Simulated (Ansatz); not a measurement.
# revPBE/cc-pVDZ run of GeSiH6O (SMILES [OH][GeH2][SiH3])

What is the electronic atomisation energy of GeSiH6O at revPBE/cc-pVDZ? 

The results are computed with Ansatz 0.2.0.

63 further runs of the same task are left out: 63 set aside as unsound or not needed. Runs told in other sessions of the task aren't counted.

### Step 1. The structure to begin with

The species is GeSiH6O (9 atoms), meant as a singlet with charge 0. SMILES: `[OH][GeH2][SiH3]`. The coordinates come from a PBE0-D4/def2-TZVP relaxation. This is one conformer, not always the lowest.

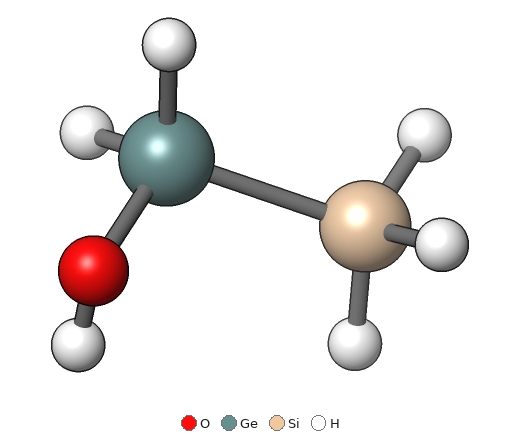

Viewed from a chosen angle; oxygen red, germanium teal, silicon light orange, hydrogen white.

### Step 2. The energy at revPBE/cc-pVDZ

File run.yaml:

```yaml
crystal:
  periodic: [false, false, false]
  atoms:
    - {symbol: O, position_ang: [-1.665400, 1.003200, -0.854800]}
    - {symbol: Ge, position_ang: [0.086300, 0.899600, -0.495500]}
    - {symbol: Si, position_ang: [0.525800, -1.010700, 0.870400]}
    - {symbol: H, position_ang: [-1.973400, 0.267900, -1.389000]}
    - {symbol: H, position_ang: [0.873700, 0.832100, -1.824400]}
    - {symbol: H, position_ang: [0.388100, 2.226700, 0.215900]}
    - {symbol: H, position_ang: [1.986000, -1.132800, 1.128400]}
    - {symbol: H, position_ang: [0.060100, -2.236200, 0.166300]}
    - {symbol: H, position_ang: [-0.192800, -0.896100, 2.165800]}
basis:
  gaussian:
    orbitals: cc-pVDZ
hamiltonian:
  xc: {name: revPBE}
accuracy: high
output: {orbitals: {seedname: orbitals}}
```

The run is started by

```bash
$ ansatz run run.yaml --threads 1 --pin off --max-ram 3480MiB --events-out events.jsonl --progress --plain --runs-dir runs
```

Output:

```text
Warning: RAYON_NUM_THREADS=1 ignored (pool sized by the plan → 1); use --threads N
Functional definition: revPBE
  name "revPBE"
  parameter kappa = 1.245
  parameter beta = 0.06672455060314922
  exchange = pbe_x(kappa = kappa, mu = beta*pi^2/3)
  correlation = pbe_c(beta = beta)
2066 factors; integrals over basis functions are off by at most 4.7e-9 eV
mean field evaluation 1: about -66527.7686 eV, gradient 5.4e1 eV
mean field evaluation 2: about -66483.4089 eV, gradient 1.5e2 eV
mean field evaluation 4: about -66533.0627 eV, gradient 6.3e0 eV
mean field evaluation 8: about -66533.1999 eV, gradient 9.5e-2 eV
mean field evaluation 16: about -66533.1999 eV, gradient 3.8e-6 eV
mean field -66533.19991734 eV, -2445.0499991396 hartree, gradient 4.5e-8 eV, S^2 0.000000; 0 other end points of the search recorded, 0 dependent functions left out
reference -66533.19992198 eV, -2445.0499993100 hartree; 30, 30 occupied and 59, 59 virtual orbitals, 2066 factors
Total energy: -66533.19992198 eV, -2445.0499993100 hartree
```

It took 9 s on 1 thread of Arm Neoverse V1, shared host; peak memory 0.24 GiB.

### Step 3. The Ge atom

File molecule.yaml:

```yaml
crystal:
  periodic: [false, false, false]
  atoms:
    - {symbol: Ge, position_ang: [0.000000, 0.000000, 0.000000]}
basis:
  gaussian: {orbitals: cc-pVDZ}
magnetization: {spin_polarized: true, initial_magnetization: 2}
hamiltonian: {xc: {name: revPBE}}
accuracy: high
```

Run the same way, it converges to -2076.73297 Eh (log not shown).

### Step 4. The H atom

File job.yaml:

```yaml
basis:
  gaussian:
    orbitals: cc-pVDZ
crystal:
  periodic: [false, false, false]
  atoms:
    - {symbol: H, position_ang: [0.000000, 0.000000, 0.000000]}
magnetization:
  spin_polarized: true
  initial_magnetization: 1
accuracy: high
hamiltonian:
  xc: {name: revPBE}
```

Run the same way, it converges to -0.50319 Eh (log not shown).

### Step 5. The O atom, same level

File molecule.yaml:

```yaml
crystal:
  periodic: [false, false, false]
  atoms:
    - symbol: O
      position_ang: [0.000000, 0.000000, 0.000000]
basis:
  gaussian:
    orbitals: cc-pVDZ
magnetization:
  spin_polarized: true
  initial_magnetization: 2
hamiltonian:
  xc: {name: revPBE}
accuracy: high
```

Run the same way, it converges to -75.04337 Eh (log not shown).

### Step 6. The Si atom, same level

File run.yaml:

```yaml
crystal:
  periodic: [false, false, false]
  atoms:
    - {symbol: Si, position_ang: [0.000000, 0.000000, 0.000000]}
basis:
  gaussian: {orbitals: cc-pVDZ}
magnetization: {spin_polarized: true, initial_magnetization: 2}
hamiltonian: {xc: {name: revPBE}}
accuracy: high
```

The run is started by

```bash
$ ansatz run run.yaml --threads 1 --pin off --max-ram 3480MiB --events-out events.jsonl --progress --plain --runs-dir runs
```

Output:

```text
Warning: RAYON_NUM_THREADS=1 ignored (pool sized by the plan → 1); use --threads N
[... 6 set-up lines as earlier in the session ...]
144 factors; integrals over basis functions are off by at most 3.2e-9 eV
mean field evaluation 1: about -7872.5069 eV, gradient 2.3e0 eV
mean field evaluation 2: about -7872.5765 eV, gradient 8.8e-1 eV
mean field evaluation 4: about -7872.5811 eV, gradient 1.9e-1 eV
mean field evaluation 8: about -7872.5815 eV, gradient 2.3e-4 eV
mean field evaluation 16: about -7872.4718 eV, gradient 2.7e0 eV
mean field evaluation 32: about -7872.5810 eV, gradient 1.7e-1 eV
mean field -7872.58153918 eV, -289.3120353374 hartree, gradient 6.5e-8 eV, S^2 2.003648; 2 other end points of the search recorded, 0 dependent functions left out
reference -7872.58154158 eV, -289.3120354256 hartree; 8, 6 occupied and 10, 12 virtual orbitals, 144 factors
Total energy: -7872.58154158 eV, -289.3120354256 hartree
```

Run time: 1.2 s. Hardware: 1 thread of Arm Neoverse V1, shared host.

### Step 7. Results

Level: revPBE/cc-pVDZ.

| quantity | value |
| --- | --- |
| molecule: total energy | -2445.05000 Eh |
| molecule: HOMO energy | -6.16 eV |
| molecule: LUMO energy | -0.83 eV |
| molecule: HOMO–LUMO gap | 5.33 eV |
| Ge atom: total energy | -2076.73297 Eh |
| Ge atom: ⟨S²⟩ | 2.002 |
| H atom: total energy | -0.50319 Eh |
| H atom: ⟨S²⟩ | 0.750 |
| O atom: total energy | -75.04337 Eh |
| O atom: ⟨S²⟩ | 2.002 |
| Si atom: total energy | -289.31204 Eh |
| Si atom: ⟨S²⟩ | 2.004 |
| electronic atomisation energy | 25.646 eV |

What this shows: Taking the molecule apart into free atoms costs 25.65 eV (591 kcal/mol), before zero-point energy and without spin-orbit coupling.
